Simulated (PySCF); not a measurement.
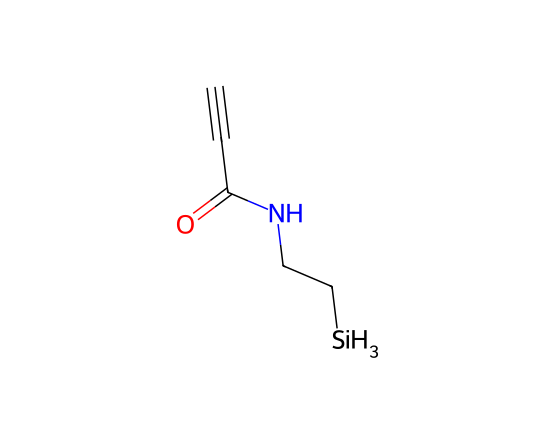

2D structure.

> Give its SMILES.

C#CC(=O)NCC[SiH3]

> Give the formula, hydrogens included.

C5H9NOSi.

> An optimisation with GFN2-xTB gave a structure of which point group?

C1. Other conformers may differ.

The parts below concern this one geometry. Atoms keep their numbers from picture to picture. The computed structure is the end point of a GFN2-xTB optimisation. No frequency run is at hand to confirm it as a minimum.

## Shape

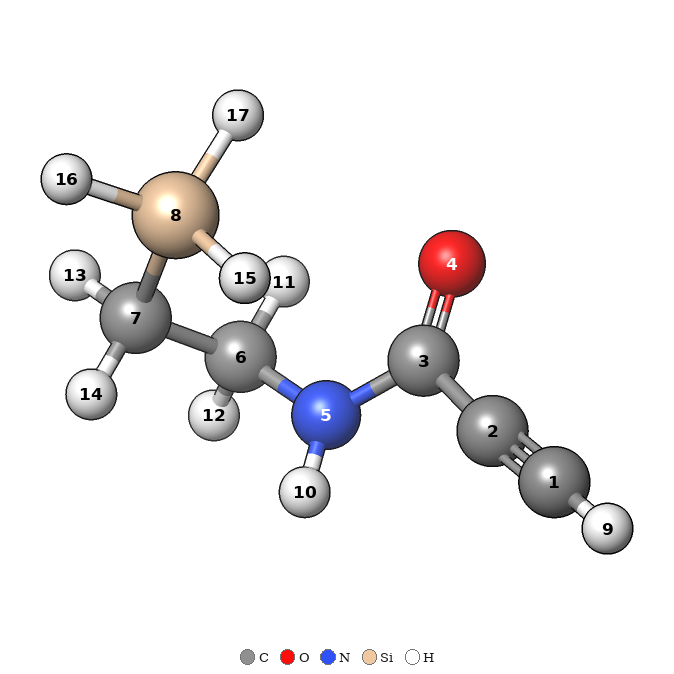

The atoms are numbered. No frequency run is at hand to confirm it as a minimum.

Give these bond angles: C2–C3–N5, C3–N5–C6, O4–C3–N5, N5–C6–C7, C6–N5–H10, C6–C7–H13, C7–C6–H11, C7–C6–H12, C7–Si8–H16, C7–Si8–H17, Si8–C7–H13, Si8–C7–H14.

| angle | degrees |
| --- | --- |
| C2–C3–N5 | 112.9 |
| C3–N5–C6 | 121.8 |
| O4–C3–N5 | 124.3 |
| N5–C6–C7 | 112.2 |
| C6–N5–H10 | 117.9 |
| C6–C7–H13 | 108.1 |
| C7–C6–H11 | 110.1 |
| C7–C6–H12 | 110.7 |
| C7–Si8–H16 | 106.8 |
| C7–Si8–H17 | 109.7 |
| Si8–C7–H13 | 109.8 |
| Si8–C7–H14 | 110.2 |

## Charges

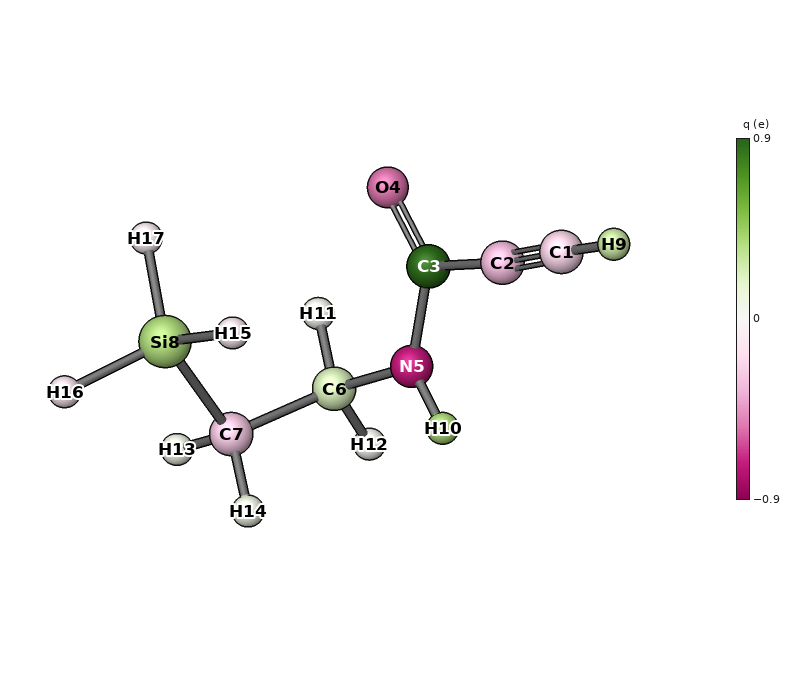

Atoms are coloured by their ESP-fitted charges. No frequency run is at hand to confirm it as a minimum. Method: PBE0/pcSseg-1, gas phase (PySCF 2.14.0).

Give the ESP-fitted charges atom by atom.

```tsv
atom	value (e)
C1	−0.21
C2	−0.32
C3	0.87
O4	−0.54
N5	−0.72
C6	0.23
C7	−0.27
Si8	0.37
H9	0.28
H10	0.39
H11	0.04
H12	0.03
H13	0.07
H14	0.08
H15	−0.10
H16	−0.12
H17	−0.07
```

## Polarisability

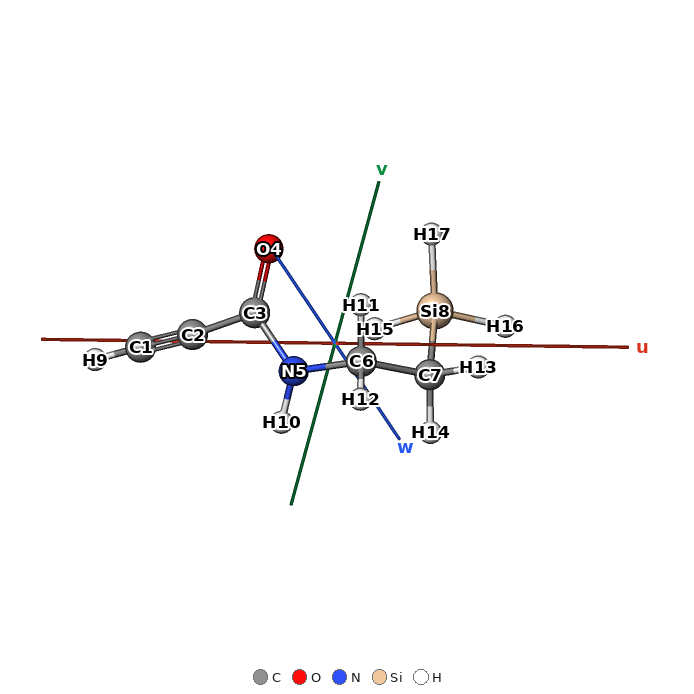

The lines u, v and w are the principal axes of the static dipole polarisability. No frequency run is at hand to confirm it as a minimum. Level of theory: PBE0/def2-SVPD (PySCF 2.14.0).

> Along which axis is the molecule most polarisable, and along which least?

Most along u (close to the long direction C1···C7), least along w.

> Give the three principal values.

u 120.0, v 87.3, w 81.9 bohr³; mean 96.4, anisotropy 35.7 bohr³.

## NMR shielding

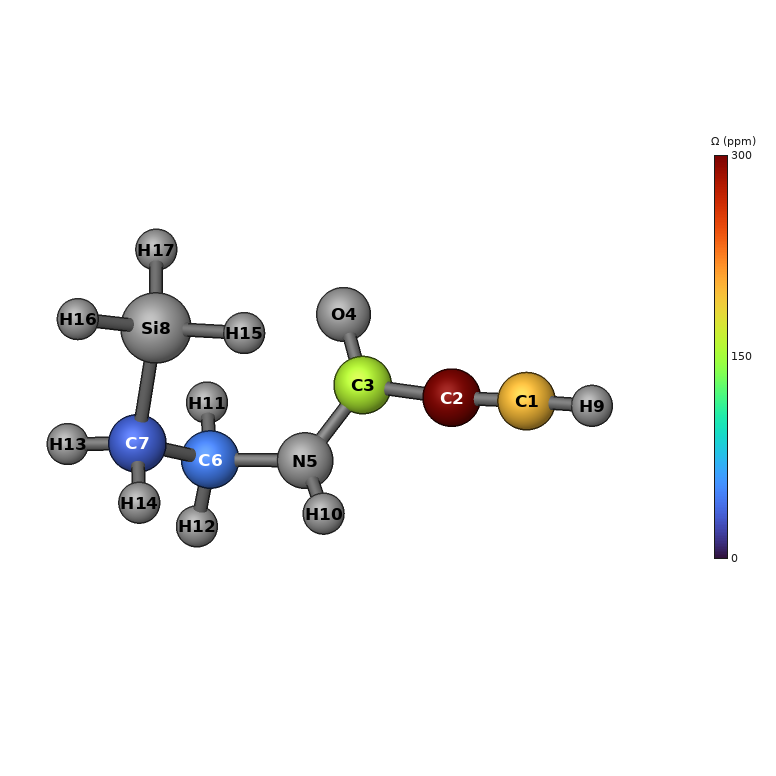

The C atoms are coloured by the span of their shielding tensor. No frequency run is at hand to confirm it as a minimum. Method: GIAO PBE0/pcSseg-1 NMR shielding, non-relativistic, gas phase (PySCF 2.14.0). Principal shieldings σ11 ≤ σ22 ≤ σ33, span Ω = σ33 − σ11, skew κ = 3(σiso − σ22)/Ω.

> Which C atom has the most anisotropic shielding?

C2, with a span of 297 ppm.

Give the shielding tensors of the C atoms.

```
atom    σ11    σ22    σ33   σiso      Ω      κ
  C1   37.5   46.4  235.9  106.6  198.4   0.91
  C2   −0.7   18.5  296.3  104.7  297.1   0.87
  C3  −65.0   66.6   94.1   31.9  159.1  −0.66
  C6  117.2  162.7  166.2  148.7   49.0  −0.86
  C7  155.4  167.9  190.6  171.3   35.2   0.29
```

Shieldings and span in ppm.

The geometry is semi-empirical. Around Si such bond lengths and angles can be off by a tenth of an ångström or more and by several degrees, and values that hang on the shape move with them.
